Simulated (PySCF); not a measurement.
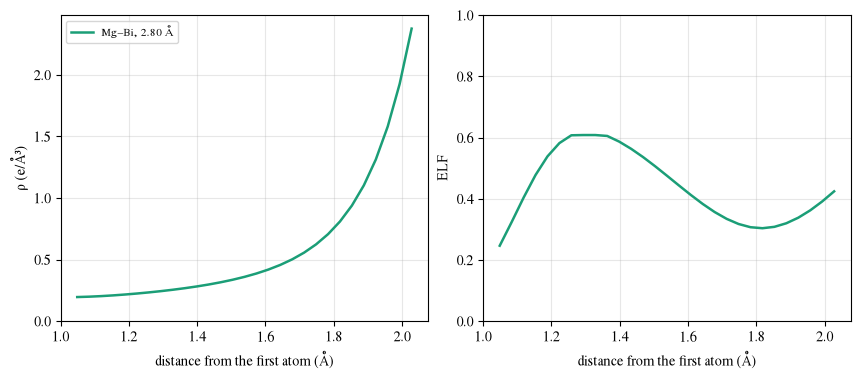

Figure 1: MgBi (charge −1, triplet). Electron density and electron localisation function along straight lines between neighbouring atoms. The curves leave out the atomic cores.

Core potentials replace the inner electrons of Bi.

Computed with PBE0/aug-cc-pVDZ(-PP), non-relativistic Hamiltonian with scalar-relativistic core potentials where named, at a bond length of 2.797 Å (PySCF).

### What can be read from the curves?

Mg–Bi (2.80 Å): ρ at the midpoint is about 0.28 e/Å³; the ELF reaches about 0.60 near the midpoint.
